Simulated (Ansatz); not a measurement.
**MoS2: a point defect seen from the nuclei (F on an S site)**

Wanted: the field gradients around F on an S site in MoS2, cell charge +1, before and after the neighbours move. The cell is a supercell built from an entry of the Crystallography Open Database (COD). Planned: a single point, then a relaxation.

Method: DFT, PBE, plane-wave PAW, default files, scalar-relativistic, in Ansatz 0.2.0.

## (1) The system as given

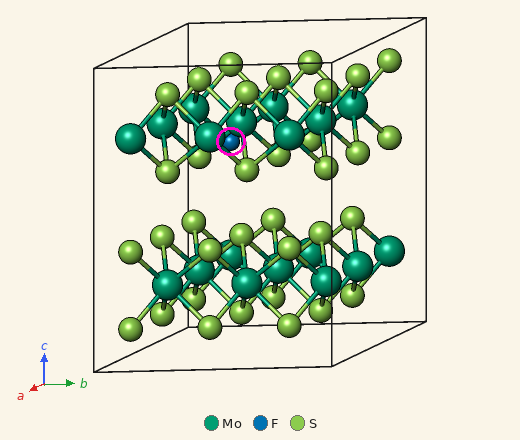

Start, viewed slightly off an axis; molybdenum teal, fluorine blue, sulfur green. Atom 19 is ringed.

Structure file:

```cif
data_structure
_symmetry_space_group_name_H-M 'P3m1'
_symmetry_Int_Tables_number 156
_cell_length_a 9.5070
_cell_length_b 9.5070
_cell_length_c 12.3240
_cell_angle_alpha 90.000
_cell_angle_beta 90.000
_cell_angle_gamma 120.000
_cell_volume 964.65
loop_
_atom_site_label
_atom_site_type_symbol
_atom_site_symmetry_multiplicity
_atom_site_Wyckoff_symbol
_atom_site_fract_x
_atom_site_fract_y
_atom_site_fract_z
_atom_site_occupancy
Mo1 Mo 1 a 0.00000 0.00000 0.25000 1
Mo2 Mo 6 e 0.00000 0.33333 0.25000 1
Mo3 Mo 1 b 0.33333 0.66667 0.25000 1
Mo4 Mo 1 c 0.66667 0.33333 0.25000 1
Mo5 Mo 3 d 0.11111 0.88889 0.75000 1
Mo6 Mo 3 d 0.11111 0.55556 0.75000 1
Mo7 Mo 3 d 0.44444 0.22222 0.75000 1
F1 F 1 a 0.00000 0.00000 0.62300 1
S1 S 6 e 0.00000 0.33333 0.62300 1
S2 S 1 b 0.33333 0.66667 0.62300 1
S3 S 1 c 0.66667 0.33333 0.62300 1
S4 S 3 d 0.11111 0.88889 0.12300 1
S5 S 3 d 0.11111 0.55556 0.12300 1
S6 S 3 d 0.44444 0.22222 0.12300 1
S7 S 1 a 0.00000 0.00000 0.87700 1
S8 S 6 e 0.00000 0.33333 0.87700 1
S9 S 1 b 0.33333 0.66667 0.87700 1
S10 S 1 c 0.66667 0.33333 0.87700 1
S11 S 3 d 0.11111 0.88889 0.37700 1
S12 S 3 d 0.11111 0.55556 0.37700 1
S13 S 3 d 0.44444 0.22222 0.37700 1
```

Atom 19 of the input is the impurity.

## (2) First run, atoms as given

input.yaml

```yaml
crystal:
  lattice:
    - [9.507, 0.0, 0.0]
    - [-4.7535, 8.2333035138, 0.0]
    - [0.0, 0.0, 12.324]
  atoms:
    - { symbol: Mo, position: [0.1111111111, 0.2222222222, 0.25] }
    - { symbol: Mo, position: [0.1111111111, 0.5555555556, 0.25] }
    - { symbol: Mo, position: [0.1111111111, 0.8888888889, 0.25] }
    - { symbol: Mo, position: [0.4444444444, 0.2222222222, 0.25] }
    - { symbol: Mo, position: [0.4444444444, 0.5555555556, 0.25] }
    - { symbol: Mo, position: [0.4444444444, 0.8888888889, 0.25] }
    - { symbol: Mo, position: [0.7777777778, 0.2222222222, 0.25] }
    - { symbol: Mo, position: [0.7777777778, 0.5555555556, 0.25] }
    - { symbol: Mo, position: [0.7777777778, 0.8888888889, 0.25] }
    - { symbol: Mo, position: [0.2222222222, 0.1111111111, 0.75] }
    - { symbol: Mo, position: [0.2222222222, 0.4444444444, 0.75] }
    - { symbol: Mo, position: [0.2222222222, 0.7777777778, 0.75] }
    - { symbol: Mo, position: [0.5555555556, 0.1111111111, 0.75] }
    - { symbol: Mo, position: [0.5555555556, 0.4444444444, 0.75] }
    - { symbol: Mo, position: [0.5555555556, 0.7777777778, 0.75] }
    - { symbol: Mo, position: [0.8888888889, 0.1111111111, 0.75] }
    - { symbol: Mo, position: [0.8888888889, 0.4444444444, 0.75] }
    - { symbol: Mo, position: [0.8888888889, 0.7777777778, 0.75] }
    - { symbol: F, position: [0.1111111111, 0.2222222222, 0.623] }
    - { symbol: S, position: [0.1111111111, 0.5555555556, 0.623] }
    - { symbol: S, position: [0.1111111111, 0.8888888889, 0.623] }
    - { symbol: S, position: [0.4444444444, 0.2222222222, 0.623] }
    - { symbol: S, position: [0.4444444444, 0.5555555556, 0.623] }
    - { symbol: S, position: [0.4444444444, 0.8888888889, 0.623] }
    - { symbol: S, position: [0.7777777778, 0.2222222222, 0.623] }
    - { symbol: S, position: [0.7777777778, 0.5555555556, 0.623] }
    - { symbol: S, position: [0.7777777778, 0.8888888889, 0.623] }
    - { symbol: S, position: [0.2222222222, 0.1111111111, 0.123] }
    - { symbol: S, position: [0.2222222222, 0.4444444444, 0.123] }
    - { symbol: S, position: [0.2222222222, 0.7777777778, 0.123] }
    - { symbol: S, position: [0.5555555556, 0.1111111111, 0.123] }
    - { symbol: S, position: [0.5555555556, 0.4444444444, 0.123] }
    - { symbol: S, position: [0.5555555556, 0.7777777778, 0.123] }
    - { symbol: S, position: [0.8888888889, 0.1111111111, 0.123] }
    - { symbol: S, position: [0.8888888889, 0.4444444444, 0.123] }
    - { symbol: S, position: [0.8888888889, 0.7777777778, 0.123] }
    - { symbol: S, position: [0.1111111111, 0.2222222222, 0.877] }
    - { symbol: S, position: [0.1111111111, 0.5555555556, 0.877] }
    - { symbol: S, position: [0.1111111111, 0.8888888889, 0.877] }
    - { symbol: S, position: [0.4444444444, 0.2222222222, 0.877] }
    - { symbol: S, position: [0.4444444444, 0.5555555556, 0.877] }
    - { symbol: S, position: [0.4444444444, 0.8888888889, 0.877] }
    - { symbol: S, position: [0.7777777778, 0.2222222222, 0.877] }
    - { symbol: S, position: [0.7777777778, 0.5555555556, 0.877] }
    - { symbol: S, position: [0.7777777778, 0.8888888889, 0.877] }
    - { symbol: S, position: [0.2222222222, 0.1111111111, 0.377] }
    - { symbol: S, position: [0.2222222222, 0.4444444444, 0.377] }
    - { symbol: S, position: [0.2222222222, 0.7777777778, 0.377] }
    - { symbol: S, position: [0.5555555556, 0.1111111111, 0.377] }
    - { symbol: S, position: [0.5555555556, 0.4444444444, 0.377] }
    - { symbol: S, position: [0.5555555556, 0.7777777778, 0.377] }
    - { symbol: S, position: [0.8888888889, 0.1111111111, 0.377] }
    - { symbol: S, position: [0.8888888889, 0.4444444444, 0.377] }
    - { symbol: S, position: [0.8888888889, 0.7777777778, 0.377] }
total_charge: 1
kpoints:
  mp_grid: { grid: [3, 3, 2] }
scf:
  occupations: { method: fermi_dirac, width: 0.01 }
hamiltonian:
  xc: pbe
  pseudopotentials: { kind: paw }
output:
  forces: true
  stress: true
  populations: true
  efg:
    quadrupole_moments_barn: { Mo: -0.022, S: -0.0694 }
    contact_densities: true
  write_density: true
  write_potential: true
  elf: true
  volumetric_format: npy
```

Launch:

```sh
ansatz run input.yaml --threads 4 --pin off --max-ram 8192MiB --backend cpu --events-out ev --progress --plain --runs-dir out
```

Standard output:

```text
Warning: RAYON_NUM_THREADS=4 ignored (pool sized by the plan → 4); use --threads N
Mo: output.efg is read without spin–orbit coupling, which moves field gradients at and beside such atoms by some per cent and up to a factor of two; PAW files take it under magnetization.noncollinear and magnetization.spin_orbit
Engine: ansatz 0.2.0, aarch64-unknown-linux-gnu
Pseudopotentials: kind: paw
Pseudopotential: Mo, paw, valence charge 14, recommended cutoff 420 eV (normal), Mo.paw.azcp
Pseudopotential: F, paw, valence charge 7, recommended cutoff 420 eV (normal), F.paw.azcp
Pseudopotential: S, paw, valence charge 6, recommended cutoff 420 eV (normal), S.paw.azcp
Functional definition: PBE
  parameter kappa = 0.804
  parameter beta = 0.06672455060314922
  exchange = pbe_x(kappa = kappa, mu = beta*pi^2/3)
  correlation = pbe_c(beta = beta)
Crystal: 54 atoms, lattice volume = 964.649 Å³
Basis set: ecut = 420 eV, 18809 PW (Γ), exchange–correlation on 128×128×180 points (8 copies of the dense FFT grid, shifted against one another)
Bands: 288, of which v1, the nominal top of the filled ones, is band 234 counted from 1 (233 counted from 0)
Symmetry: 6 space group operations
Space group: P3m1 (ITA 156), of the structure as read, at distance tolerance 9.9e-5 Å
k-points: 6 of 18 (time reversal used)
Non-local potential: Mo, projectors of the file, l = 0: 3, l = 1: 2, l = 2: 2, l = 3: 1
Non-local potential: F, projectors of the file, l = 0: 2, l = 1: 2, l = 2: 1
Non-local potential: S, projectors of the file, l = 0: 2, l = 1: 2, l = 2: 2
PAW form: soft (Blöchl's): semilocal exchange-correlation on the pseudo side does not see the compensation charge
PAW one-centre angular grid: Mo, 590 points (default); XC on 64 Gauss nodes
PAW one-centre angular grid: F, 110 points (default); XC on 64 Gauss nodes
PAW one-centre angular grid: S, 110 points (default); XC on 64 Gauss nodes
Initial density: superposition of atomic densities (neutral atoms scaled as one to the charged cell's electrons: chi_scale 0, normalization atom), corrected by the library's trained network
Initial wavefunctions: pseudopotential atomic-orbital guess
Functional: x = pbe(κ = 0.804, μ = 0.2195149727645171), c = pbe(β = 0.06672455060314922)
SCF iter   1: F=—  HF=-121644.996922 eV  |F-HF|=—  |Δ(HF+E_count)|=         —  Δρ=9.80e-3  dr2=2.27e0  ethr=1.77e-3  ⟨swp⟩=6.0  Hψ=6316  notcnv=0  defer=61
preconditioner: auto → Resta (q_TF=auto, 2.418 Å⁻¹)  ε∞=9.0  [insulator: Δε(μ)=0.573 eV  Ē_g=7.570 eV  σ=0.010 eV  W_gap=1.00  n_scr=224 (ndim 8)  ℏωp=21.5 eV  f_vac=0.021  D(μ)=0.00/eV (n_scr^D=0)  ε∞_Penn≈9.0]
SCF iter   2: F=—  HF=-121644.804900 eV  |F-HF|=—  |Δ(HF+E_count)|=   1.92e-1  Δρ=4.93e-3  dr2=3.79e-1  ethr=4.85e-4  ⟨swp⟩=2.0  Hψ=2114  notcnv=0  defer=286
SCF iter   3: F=—  HF=-121644.781987 eV  |F-HF|=—  |Δ(HF+E_count)|=   2.29e-2  Δρ=2.44e-3  dr2=1.70e-1  ethr=8.09e-5  ⟨swp⟩=3.0  Hψ=2221  notcnv=0  defer=286
[... 8 lines left out ...]
SCF iter  12: F=—  HF=-121644.757213 eV  |F-HF|=—  |Δ(HF+E_count)|=   3.71e-7  Δρ=4.79e-6  dr2=4.23e-7  ethr=1.92e-10  ⟨swp⟩=2.0  Hψ=2194  notcnv=0  defer=290
SCF iter  13: F=—  HF=-121644.757213 eV  |F-HF|=—  |Δ(HF+E_count)|=   4.66e-8  Δρ=2.55e-6  dr2=1.46e-7  ethr=9.04e-11  ⟨swp⟩=2.0  Hψ=2410  notcnv=0  defer=290
SCF iter  14: F=-121644.757213 eV  HF=-121644.757213 eV  |F-HF|=3.64e-10  |Δ(HF+E_count)|=   7.12e-9  Δρ=1.11e-6  dr2=2.29e-8  ethr=2.14e-11  ⟨swp⟩=14.3  Hψ=12220  notcnv=0
SCF 1 converged in 14 iterations: F = -121644.757213 eV  dr2 = 2.29e-8
SCF converged after 14 iterations
Free energy (F): -121644.757213 eV
Harris-Foulkes:  -121644.757213 eV  (|F-HF|=3.64e-10)
Internal energy: -121644.757213 eV  (E = F + TS)
E sigma→0 (E₀):  -121644.757213 eV
Entropy (-TS):   -0.000000 eV (-0.000 meV/atom)
Fermi energy:    10.878047 eV
--- Per-component energies (eV) ---
[... 15 lines left out ...]
--- Forces (eV/Å), atoms counted from 1 ---
  atom   1  Mo     0.00000000    -0.00000000     0.00847415
  atom   2  Mo     0.01123651    -0.00379964     0.00574098
[... 68 lines left out ...]
  atom  29  S  V_zz =    -5.102914   η = 0.0045   by run symmetry: allowed   C_q = +8.5631 MHz
            electrostatic potential = -1636.712187 V   contact ρ = 19771.228633 e/Å³
  atom  30  S  V_zz =    -5.127165   η = 0.0026   by run symmetry: allowed   C_q = +8.6038 MHz
            electrostatic potential = -1636.715700 V   contact ρ = 19771.258584 e/Å³
  atom  31  S  V_zz =    -5.127165   η = 0.0026   by run symmetry: allowed   C_q = +8.6038 MHz
            electrostatic potential = -1636.715700 V   contact ρ = 19771.258584 e/Å³
  atom  32  S  V_zz =    -5.062017   η = 0.0079   by run symmetry: allowed   C_q = +8.4945 MHz
            electrostatic potential = -1636.710406 V   contact ρ = 19771.234634 e/Å³
  atom  33  S  V_zz =    -5.127165   η = 0.0026   by run symmetry: allowed   C_q = +8.6038 MHz
            electrostatic potential = -1636.715700 V   contact ρ = 19771.258584 e/Å³
  atom  34  S  V_zz =    -5.102914   η = 0.0045   by run symmetry: allowed   C_q = +8.5631 MHz
            electrostatic potential = -1636.712187 V   contact ρ = 19771.228633 e/Å³
  atom  35  S  V_zz =    -5.062017   η = 0.0079   by run symmetry: allowed   C_q = +8.4945 MHz
            electrostatic potential = -1636.710406 V   contact ρ = 19771.234634 e/Å³
  atom  36  S  V_zz =    -5.062017   η = 0.0079   by run symmetry: allowed   C_q = +8.4945 MHz
            electrostatic potential = -1636.710406 V   contact ρ = 19771.234634 e/Å³
  atom  37  S  V_zz =    -4.538831   η = 0.0000   by run symmetry: allowed   C_q = +7.6165 MHz
            electrostatic potential = -1636.183409 V   contact ρ = 19771.888018 e/Å³
  atom  38  S  V_zz =    -5.972783   η = 0.4243   by run symmetry: allowed   C_q = +10.0228 MHz
            electrostatic potential = -1636.156541 V   contact ρ = 19772.130089 e/Å³
  atom  39  S  V_zz =    -5.972783   η = 0.4243   by run symmetry: allowed   C_q = +10.0228 MHz
            electrostatic potential = -1636.156541 V   contact ρ = 19772.130089 e/Å³
  atom  40  S  V_zz =    -5.972783   η = 0.4243   by run symmetry: allowed   C_q = +10.0228 MHz
            electrostatic potential = -1636.156541 V   contact ρ = 19772.130089 e/Å³
  atom  41  S  V_zz =    -5.972783   η = 0.4243   by run symmetry: allowed   C_q = +10.0228 MHz
            electrostatic potential = -1636.156541 V   contact ρ = 19772.130089 e/Å³
  atom  42  S  V_zz =    -5.247251   η = 0.0000   by run symmetry: allowed   C_q = +8.8053 MHz
            electrostatic potential = -1636.286473 V   contact ρ = 19771.893805 e/Å³
  atom  43  S  V_zz =    -5.972783   η = 0.4243   by run symmetry: allowed   C_q = +10.0228 MHz
            electrostatic potential = -1636.156541 V   contact ρ = 19772.130089 e/Å³
  atom  44  S  V_zz =    -5.370591   η = 0.0000   by run symmetry: allowed   C_q = +9.0123 MHz
            electrostatic potential = -1636.287682 V   contact ρ = 19771.791504 e/Å³
  atom  45  S  V_zz =    -5.972783   η = 0.4243   by run symmetry: allowed   C_q = +10.0228 MHz
            electrostatic potential = -1636.156541 V   contact ρ = 19772.130089 e/Å³
  atom  46  S  V_zz =    -5.310566   η = 0.0146   by run symmetry: allowed   C_q = +8.9116 MHz
            electrostatic potential = -1636.732930 V   contact ρ = 19771.343547 e/Å³
  atom  47  S  V_zz =    -5.310566   η = 0.0146   by run symmetry: allowed   C_q = +8.9116 MHz
            electrostatic potential = -1636.732930 V   contact ρ = 19771.343547 e/Å³
  atom  48  S  V_zz =    -5.033365   η = 0.0019   by run symmetry: allowed   C_q = +8.4464 MHz
            electrostatic potential = -1636.703858 V   contact ρ = 19771.227343 e/Å³
  atom  49  S  V_zz =    -5.033365   η = 0.0019   by run symmetry: allowed   C_q = +8.4464 MHz
            electrostatic potential = -1636.703858 V   contact ρ = 19771.227343 e/Å³
  atom  50  S  V_zz =    -5.021345   η = 0.0070   by run symmetry: allowed   C_q = +8.4262 MHz
            electrostatic potential = -1636.704469 V   contact ρ = 19771.243178 e/Å³
  atom  51  S  V_zz =    -5.033365   η = 0.0019   by run symmetry: allowed   C_q = +8.4464 MHz
            electrostatic potential = -1636.703858 V   contact ρ = 19771.227343 e/Å³
  atom  52  S  V_zz =    -5.310566   η = 0.0146   by run symmetry: allowed   C_q = +8.9116 MHz
            electrostatic potential = -1636.732930 V   contact ρ = 19771.343547 e/Å³
  atom  53  S  V_zz =    -5.021345   η = 0.0070   by run symmetry: allowed   C_q = +8.4262 MHz
            electrostatic potential = -1636.704469 V   contact ρ = 19771.243178 e/Å³
  atom  54  S  V_zz =    -5.021345   η = 0.0070   by run symmetry: allowed   C_q = +8.4262 MHz
            electrostatic potential = -1636.704469 V   contact ρ = 19771.243178 e/Å³
--- Band table (eV; the first three rows and the last of 6) ---
[... 4 lines left out ...]
--- Löwdin populations: 54 sites ---
  site symbol       q [e]
[... 54 lines left out ...]
  spilling = 0.007539 (of n_electrons = 468.000000)
```

It took 1.9 min on 4 threads of Arm Neoverse V1, shared host; peak memory 5.2 GiB.

State: gap on the mesh 0.26 eV, largest force 2.089 eV/Å, pressure 1.3 GPa.

The printed gradients, by site: 11 of 21, those nearest the defect, the farthest of each element and the two largest gradients.

```
site              atoms  distance from the defect (Å)  V_zz (10²¹ V/m²)     η     C_Q (MHz)
   F                 19                          0.00              1.65  0.00             –
Mo10         10, 11, 16                          2.41             12.68  0.92  -6.74 (⁹⁵Mo)
 S37                 37                          3.13             -4.54  0.00    7.62 (³³S)
 S20  20, 21, 22, 23, …                          3.17             -4.57  0.28    7.66 (³³S)
 S46         46, 47, 52                          3.54             -5.31  0.01    8.91 (³³S)
Mo14         14, 17, 18                          3.98             -8.22  0.02   4.37 (⁹⁵Mo)
 S38  38, 39, 40, 41, …                          4.45             -5.97  0.42    10.0 (³³S)
 Mo1                  1                          4.60             -7.45  0.00   3.97 (⁹⁵Mo)
 S50         50, 53, 54                          4.75             -5.02  0.01    8.43 (³³S)
 Mo8                  8                          7.16             -7.33  0.00   3.90 (⁹⁵Mo)
 S30         30, 31, 33                          7.84             -5.13  0.00    8.60 (³³S)
```

V_zz is the principal component of the electric field gradient with the largest magnitude, η = (V_xx − V_yy)/V_zz and C_Q = eQV_zz/h. Quadrupole moments are those of Pyykkö's year-2017 table. A dash under C_Q marks elements without a common quadrupolar isotope.

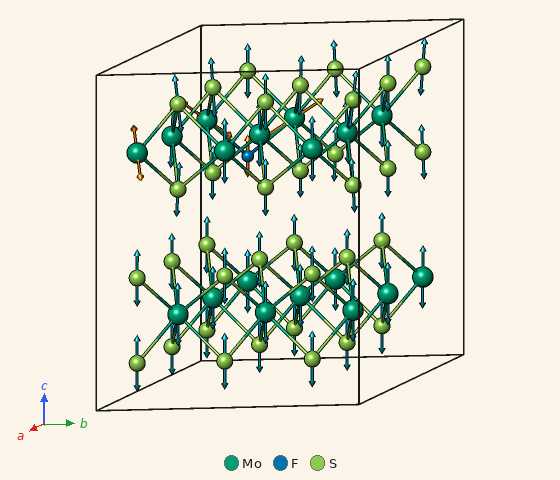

Double arrows mark the V_zz axes (orange positive, teal negative); their length grows with the root of |V_zz|.

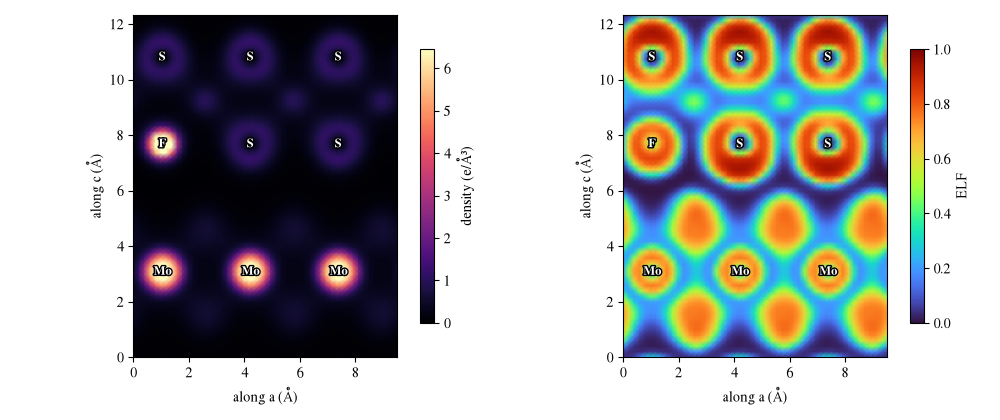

Density (left) and ELF (right) in a lattice plane of the grid's cell (edges 9.51 and 12.32 Å, at 0.222 of the third edge), which holds Mo and F and S. Only atoms in the plane are labelled; the density scale stops at 6.45 e/Å³. Both are smooth fields of the valence electrons: close to the nuclei they are not physical.

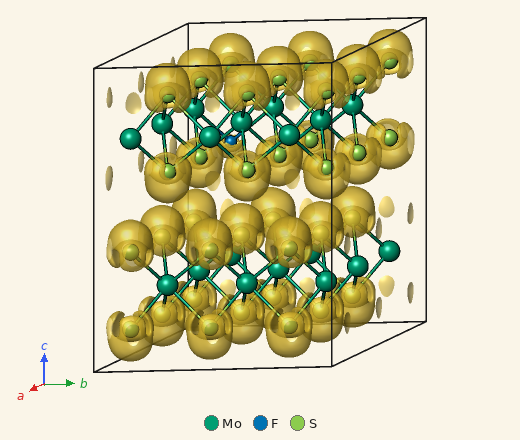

Surface of ELF = 0.81, drawn in one cell.

Outside the cores ELF peaks at 0.96 beside S, off the lines to its neighbours, 0.9 Å from S; 0.87 on the S–Mo line, 0.8 Å from S; 0.84 beside F, off the lines to its neighbours, 0.5 Å from F.

(Part 1 of 2 ends here.)
